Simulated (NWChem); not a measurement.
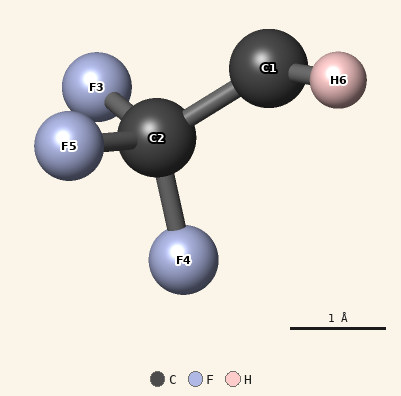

The structure as given in the input (ball-and-stick view, seen at a tilt; atoms are numbered from 1 in the order of the input).

# Energy and gradient calculation of C₂HF₃

The run: energy and gradient calculation of C₂HF₃, multiplicity 3. Method and program: HF/3-21G, UHF (NWChem 7.3.0).

The geometry comes from this level: GFN2-xTB.

Input:
```python
from ase import Atoms
from ase.calculators.nwchem import NWChem

mol = Atoms(['C', 'C', 'F', 'F', 'F', 'H'], positions=[
    [-0.824610, 0.594950, 0.441940],
    [0.313230, -0.199280, 0.034370],
    [1.094090, -0.587870, 1.045350],
    [-0.060720, -1.330240, -0.619120],
    [1.115890, 0.464600, -0.837330],
    [-1.637900, 1.057840, -0.065210],
])

calc = NWChem(
    label='test',
    theory='scf',
    memory='2200 mb',
    basis='3-21G',
    basispar='spherical bse',
    scf={'nopen': '2', 'uhf': None, 'thresh': '1e-08', 'maxiter': '80', 'print': 'low'},
)
mol.calc = calc

forces = mol.get_forces()
e = mol.get_potential_energy()
print(f"E = {e:.6f} eV")
print("forces (eV/A):")
for s, f in zip(mol.symbols, forces):
    print(f"{s:2s} {f[0]:10.5f} {f[1]:10.5f} {f[2]:10.5f}")
```

File test.nwi:
```
title "test"

permanent_dir test

scratch_dir test

start test

geometry units angstrom nocenter noautosym noautoz
  C  -8.2460999999999995e-01 5.9494999999999998e-01 4.4194000000000000e-01
  C  3.1323000000000001e-01 -1.9928000000000001e-01 3.4369999999999998e-02
  F  1.0940900000000000e+00 -5.8787000000000000e-01 1.0453500000000000e+00
  F  -6.0720000000000003e-02 -1.3302400000000001e+00 -6.1912000000000000e-01
  F  1.1158900000000000e+00 4.6460000000000001e-01 -8.3733000000000002e-01
  H  -1.6378999999999999e+00 1.0578399999999999e+00 -6.5210000000000004e-02
end

memory 2200 mb

basis spherical bse noprint
   * library 3-21G
end

scf
  nopen 2
  uhf
  thresh 1e-08
  maxiter 80
  print low
end

task scf gradient
```

Run as:
```bash
export ASE_NWCHEM_COMMAND="nwchem PREFIX.nwi > PREFIX.nwo"
python run.py
```

What the program printed:
```
E = -10136.523234 eV
forces (eV/A):
C    -0.42536    0.38330    0.81463
C     0.65306   -0.62051   -1.43982
F     0.01959    0.07107    0.69852
F    -0.23212    0.02396    0.09390
F    -0.10140    0.22703    0.06109
H     0.08623   -0.08485   -0.22831
```

Key numbers:

| quantity | value |
| --- | --- |
| outcome | converged |
| total energy | −372.510361 hartree |
| basis functions | 47 |
| largest force | 1.698 eV/Å |
| ⟨S²⟩ | 2.018 |
| hardware | 1 thread of Intel Xeon (Granite Rapids), 192 GiB of memory available, shared host |
| wall time | 2.9 s |
| peak memory | 0.096 GiB |
